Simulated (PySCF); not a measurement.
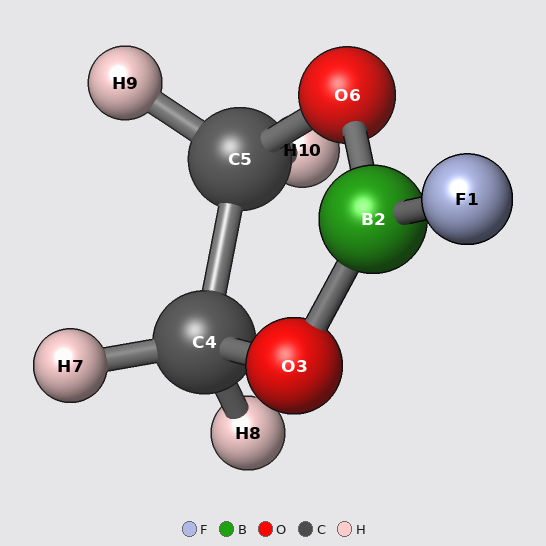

Computed geometry: PBE0-D3(BJ)/def2-SVP optimisation. No frequency run is at hand to confirm it as a minimum. Electric field gradients from the ground-state density, PBE0/pcSseg-1 (PySCF 2.14.0), non-relativistic apart from any core potentials.

Give the largest field-gradient component, the quadrupole coupling constant and the asymmetry for 11B at B2 (Q = 40.59 mb), 17O at O3 (Q = −25.6 mb), 2H at H7 (Q = 2.86 mb).

```tsv
atom	V_zz (a.u.)	e²qQ/h (MHz)	η
B2	0.270	2.58	0.18
O3	1.580	−9.50	0.31
H7	0.277	0.186	0.05
```
